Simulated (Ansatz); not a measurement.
This input was run:

```
crystal:
  lattice:
    - [3.2895205604, 0.0, 0.0]
    - [-1.6447602802, 2.8488083716, 0.0]
    - [0.0, 0.0, 29.1641312776]
  atoms:
    - { symbol: Pd, position: [0.0, 0.0, 0.3120426449] }
    - { symbol: O, position: [0.3333333333, 0.6666666667, 0.3450121745] }
    - { symbol: S, position: [0.6666666667, 0.3333333333, 0.2687399435] }
  periodic: [true, true, false]
kpoints:
  mp_grid: { grid: [12, 12, 1] }
  band_path:
    path:
      - [0.0, 0.0, 0.0]
      - [0.5, 0.0, 0.0]
      - [0.3333333333, 0.3333333333, 0.0]
      - [-0.125, 0.25, 0.0]
    npoints: 1
hamiltonian:
  xc: lda
scf:
  occupations: { method: fixed }
  n_extra_bands: 4
output:
  forces: true
  stress: true
  eigenvalues: true
```

Launched with:
```bash
ansatz run input.yaml --threads 4 --pin off --max-ram 5529MiB --backend cpu --events-out ev --progress --plain --runs-dir out
```

What will the density of states look like?

There is a gap; over the k points computed it is 0.79 eV (indirect; the smallest direct gap is 1.29 eV). Within the window shown, the tallest peak of the filled states lies 3.3 eV under the valence-band top, at about 5.3 states per eV and cell.

The atoms aren't at rest in this cell (largest force 0.6 eV/Å), so the relaxed material can differ.

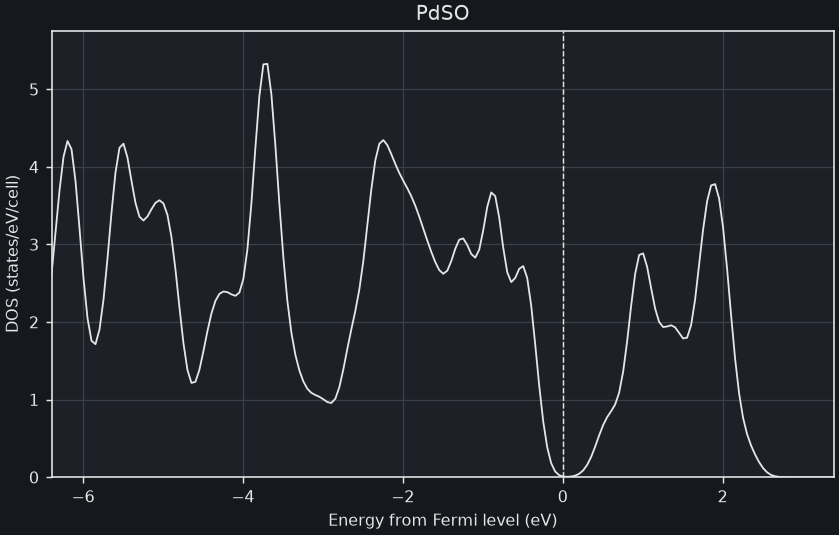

Density of states. Energies are counted from the Fermi level, put mid-gap where there is a gap. The curve is built from the levels of the k mesh with Gaussians 0.3 eV wide, which also blur the band edges.
